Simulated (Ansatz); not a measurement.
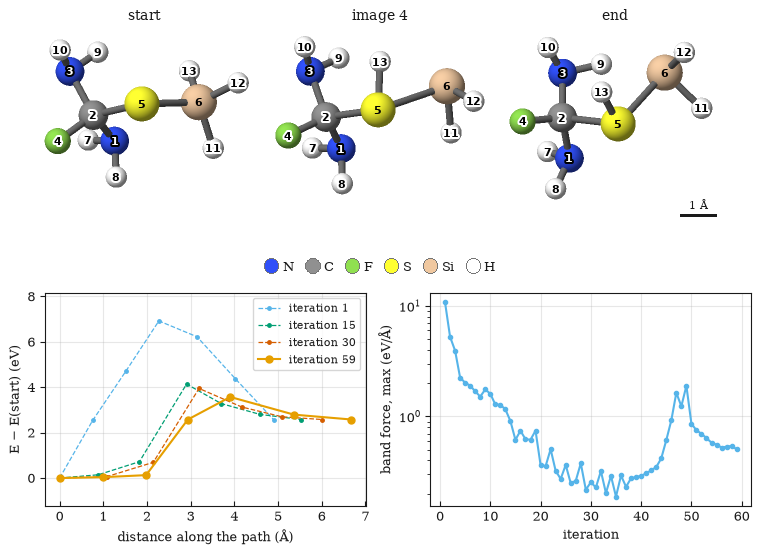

A nudged-elastic-band calculation for CH7FN2SSi. Images are numbered from 0 (start) to 6 (end). The plot follows the band through its iterations. A ball-and-stick model, seen at a tilt.

Computed with RKS CAM-B3LYP/STO-3G (Ansatz 0.2.0). Set-up: 5 movable images; climbing image from the first iteration; force threshold 0.03 eV/Å; iteration limit 59; optimiser FIRE; starting path through a guess of the saddle point.

> How did the profile develop, and is the result final?

The result isn't final. The band hadn't converged when the run stopped after 59 iterations. The largest component of the band force went from 11 to 0.51 eV/Å. The barrier read from it is provisional: over the last two iterations the highest image moved from 3.54 eV to 3.57 eV. The first iteration put the highest image at 6.92 eV. The highest point, image 4, lies 3.57 eV above the start and 0.99 eV above the end; the end is at +2.58 eV relative to the start.

Limits of the set-up: STO-3G is a minimal basis, so the numbers are rough.

The run took about 17 core-minutes on a shared host.
